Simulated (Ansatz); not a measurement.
# CH4InO (SMILES [CH3][In][OH]) (doublet): what the fields show

Input

```
crystal:
  periodic: [false, false, false]
  atoms:
    - symbol: C
      position_ang: [-1.112400, 0.553800, -0.247900]
    - symbol: In
      position_ang: [0.751900, -0.484100, -0.796600]
    - symbol: O
      position_ang: [1.860000, -0.880900, 0.836200]
    - symbol: H
      position_ang: [-1.965200, -0.017100, -0.612500]
    - symbol: H
      position_ang: [-1.110000, 1.548400, -0.692400]
    - symbol: H
      position_ang: [-1.115200, 0.612100, 0.840900]
    - symbol: H
      position_ang: [2.690900, -1.332100, 0.672300]
basis:
  gaussian: {orbitals: SBKJC-VDZ.json}
hamiltonian: {xc: hf}
output: {forces: true, orbitals: {seedname: orbitals}}
accuracy: low
magnetization: {spin_polarized: true, initial_magnetization: 1}
```

Run with:

```sh
ansatz run run.yaml --threads 1 --pin off --max-ram 2610MiB --events-out events.jsonl --progress --plain --runs-dir runs
```

Geometry: PBE0-D4/def2-TZVP; core potentials replace the inner electrons of In.

These are results of isolated molecule in a Gaussian basis; Hartree-Fock in Ansatz 0.2.0, not measurements.

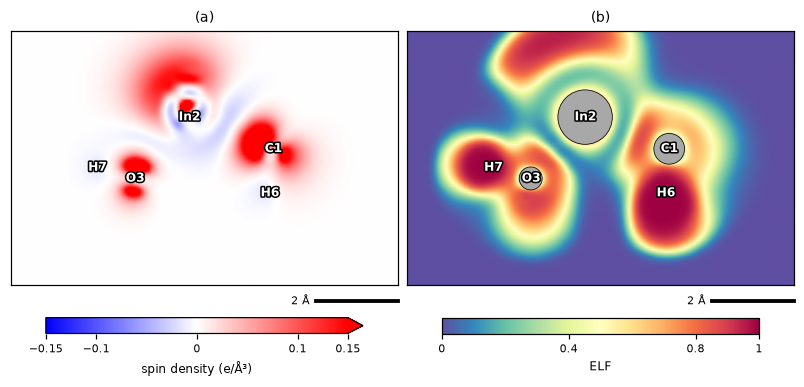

Figure 1. (a) spin density; (b) electron localisation function on the plane of atoms In2, C1 and H6. Grey discs cover the atomic cores in the ELF map.

Q: What does the map show?

A: Atoms in the plane: C, In, O and H. In–O (2.01 Å): the ELF peaks at about 0.85 in the valence shell of O, 0.6 Å from its nucleus, and drops to about 0.10 between the two atoms. C–In (2.20 Å): the ELF peaks at about 0.85 in the valence shell of C, 0.7 Å from its nucleus, and drops to about 0.15 between the two atoms. O–H (0.96 Å): the ELF climbs to about 1 towards the hydrogen, as it does in any bond to H: a covalent bond by its length. C–H (1.09 Å): the ELF climbs to about 1 towards the hydrogen (a covalent bond by its length). The ELF also peaks beside O3, away from the bonds: non-bonding electrons, paired or unpaired. The unpaired spin (1 electron) lies mostly on In2 (about 0.7), C1 (about 0.2) and O3 (about 0.1), in electrons by Hirshfeld's partition.

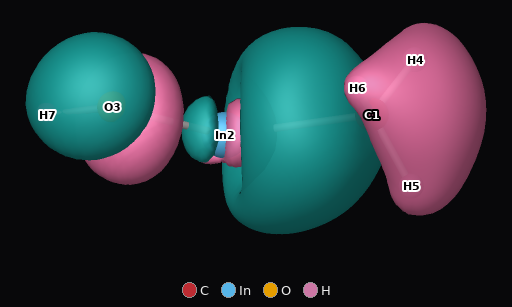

Figure 2. The HOMO−1 (α) at ±0.1 Å⁻³ᐟ² (teal and pink are the two phases), seen from one side.

Q: What is the character of this orbital?

A: Its weight (Hirshfeld) is mainly on C1 (about 35 %), In2 (about 25 %) and O3 (about 25 %). Its energy is −11.70 eV.

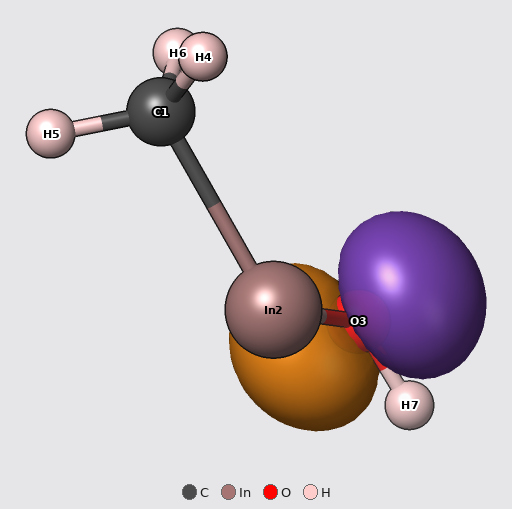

Figure 3. The HOMO−1 (β) at ±0.2 Å⁻³ᐟ² (orange and purple are the two phases), seen at an oblique angle.

Q: Describe this orbital and give its energy.

A: By Hirshfeld shares it lies mainly on O3 (about 85 %); largely a lone pair of O3. Its energy is −11.88 eV.
